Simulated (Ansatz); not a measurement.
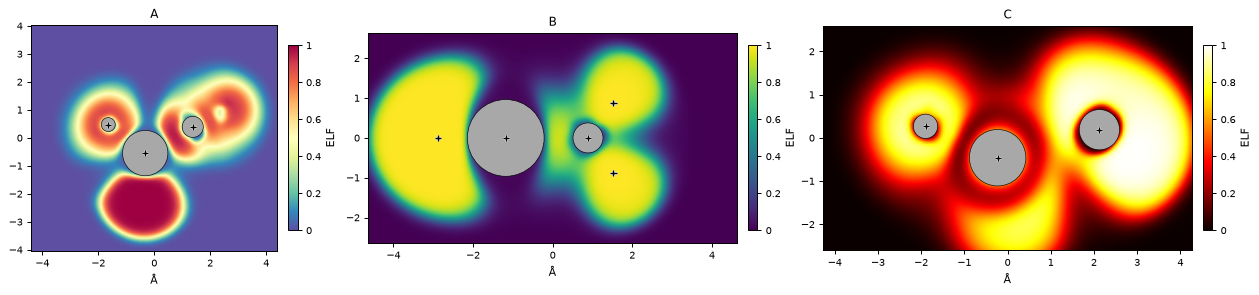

The ELF of 3 systems, each on a plane through atoms (crosses mark nuclei in the plane; grey discs cover the cores).

The calculation used isolated molecule in a Gaussian basis; Kohn-Sham density functional theory, functional PBE0 (Ansatz 0.2.0).

System 1: CH3FMg, the plane of atoms H4, C1 and H5. Geometry: r2SCAN-D4/def2-TZVP.

```yaml
atoms:
  - { symbol: C, position_ang: [-1.9917, -0.1875, 0.3479] }
  - { symbol: F, position_ang: [-2.8467, -0.9749, 1.3888] }
  - { symbol: Mg, position_ang: [-1.2471, -0.0981, 2.2743] }
  - { symbol: H, position_ang: [-2.7185, 0.4993, -0.0895] }
  - { symbol: H, position_ang: [-1.7543, -0.9512, -0.3948] }
  - { symbol: H, position_ang: [-0.5863, 0.0124, 3.8359] }
```

System 2: BOSn (SMILES [B]=[Sn]=[O]) (doublet), the molecular plane. Geometry: PBE0-D4/def2-TZVP; core potentials replace the inner electrons of Sn.

| atom | x (Å) | y (Å) | z (Å) |
| --- | --- | --- | --- |
| B | -3.2642 | 0.7634 | 2.6385 |
| O | 0.2222 | -1.2424 | 2.4887 |
| Sn | -1.1151 | -0.1483 | 1.9169 |

System 3: CHAlFO (doublet), the plane of atoms C1, Al2 and F3. Geometry: B3LYP-D3(BJ)/def2-SVP.

| atom | x (Å) | y (Å) | z (Å) |
| --- | --- | --- | --- |
| C | -1.0588 | 0.2592 | 0.0823 |
| Al | 0.5211 | -0.8263 | -0.2177 |
| F | 1.1519 | -0.6709 | -1.7535 |
| O | -2.1487 | 0.6346 | 0.2241 |
| H | 1.3293 | -1.3079 | 1.0308 |

### Match each panel to its system.

Panel A is system 3, CHAlFO: the plane holds C, Al and F. Al–F (1.67 Å): the ELF peaks at about 0.85 in the valence shell of F, 0.6 Å from its nucleus, and is about 0.30 at the midpoint. Panel B is system 1, CH3FMg: the plane holds C, Mg and H. C–Mg (2.07 Å): the ELF peaks at about 0.90 in the valence shell of C, 0.7 Å from its nucleus, and is about 0.55 at the midpoint. Panel C is system 2, BOSn: the plane holds B, O and Sn. Sn–O (1.82 Å): the ELF peaks at about 0.80 in the valence shell of O, 0.5 Å from its nucleus, and drops to about 0.20 between the two atoms.
